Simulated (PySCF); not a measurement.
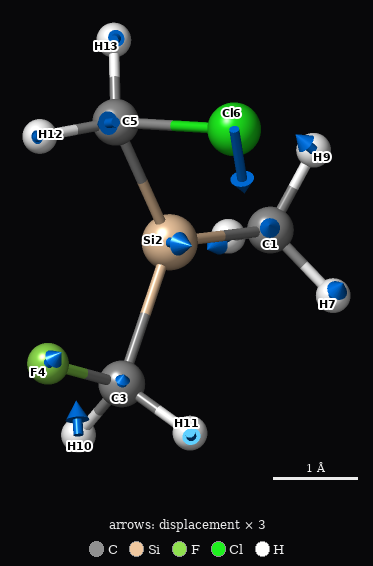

A relaxation of C₃H₇ClFSi (charge +1). The starting structure is drawn; blue arrows show the displacements, magnified 3 times. The two geometries are superimposed by the best rigid fit.

Style: ball-and-stick. Shown from a free direction.

The start comes from GFN2-xTB.

Computed with PBE0-D3(BJ)/def2-SVP geometry optimisation, gas phase in PySCF 2.14.0, density-fitted response routines. 

Q: Describe the change and its energy.

A: The energy falls by 0.390 eV in 8 geometry steps. Largest force component: 0.99 eV/Å at the start, 0.015 eV/Å at the end. The largest move after the best rigid fit is that of the Cl atom, 0.35 Å. Largest moves by element: Cl 0.35 Å, H 0.17 Å, Si 0.14 Å, C 0.14 Å, F 0.10 Å. Near-neighbour distances that change, for instance: Cl–Si 2.675 → 2.260 Å, C–Cl 1.830 → 1.878 Å, C–Si 1.877 → 1.830 Å, C–Si 1.924 → 1.880 Å. Among the angles between lasting bonds that change: Si–C–Cl 92.1° → 74.7°, H–C–H 110.1° → 114.7°, Si–C–H 118.3° → 122.3°. The run took of the order of 60 core-seconds on a shared host.
